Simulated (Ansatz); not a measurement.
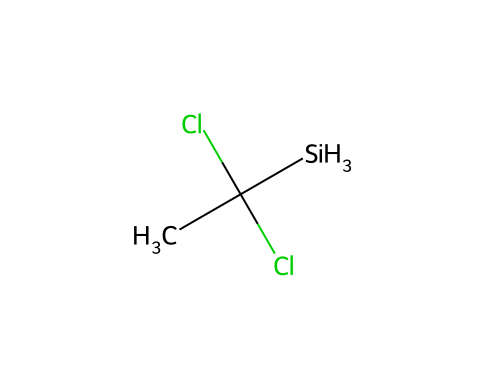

The geometry was computed by an optimisation with PBE0-D4/def2-TZVP. Method: RKS B3LYP-D4/def2-TZVPP (Ansatz 0.2.0).

> Estimate the dipole moment.

1.81 D.

> What is the HOMO energy (Kohn–Sham orbital)?

−7.92 eV.

> What is the HOMO–LUMO gap?

7.34 eV.

> What is the dispersion correction?

−50.9 kJ/mol.
